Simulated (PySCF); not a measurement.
CH$_{9}$ClSi$_{2}$, SMILES `[SiH3][SiH3].CCl`.

Computed with PySCF, BHandHLYP/def2-SVP, geometry: GFN2-xTB. The pair's geometry is semi-empirical, so its contact may be too short or too long. GFN2-xTB bond lengths at metals and heavier atoms can be off by up to 0.1 Å and shapes distorted, which carries into these values. Without diffuse functions Rydberg states are missing, so the states' numbers hold for this basis only.

Cartesian coordinates (Å):

```
Si1     -1.4042   -1.1850   -0.1575
Si2     -1.7892    1.0741    0.0865
H3      -0.4908   -1.4823   -1.2676
H4      -0.8417   -1.8139    1.0376
H5      -2.6436   -1.9094   -0.4620
H6      -2.5914    1.6164   -1.0162
H7      -0.5683    1.8859    0.1095
H8      -2.5144    1.3932    1.3184
C9       2.3244    0.3948   -0.9993
Cl10     1.9546   -0.1167    0.6602
H11      2.3339   -0.4866   -1.6327
H12      3.2973    0.8765   -0.9994
H13      1.5524    1.0874   -1.3207
```

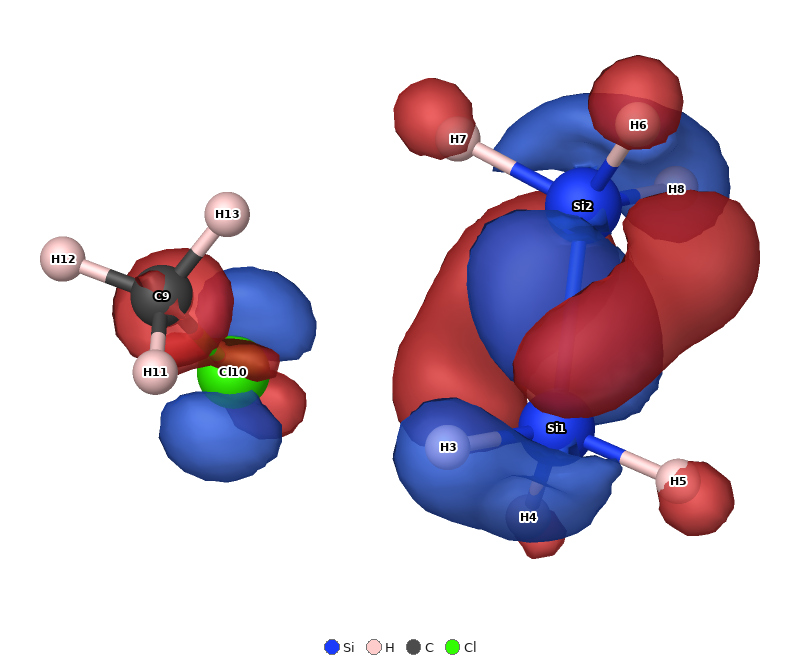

Unrelaxed difference density of S₂ less the ground state (TDA singlet states), ±0.015 e/Å³; red: gain, blue: loss.

### How does the charge move on excitation?

0.57 e is displaced in all, mostly between regions of the same atoms. The state: 8.20 eV (151 nm), f = 0.042; the leading pair carries 81 %; hole on Si1 and Si2 (31 % each), Cl10 (11 %) and H8 (6 %), electron on Si2 (30 %), Si1 (26 %) and H6 and H7 (7 % each) (shares are of the whole state, not of the leading pair alone); their centroids lie 0.1 Å apart; S₃ and S₄ lie within 0.1 eV of it.
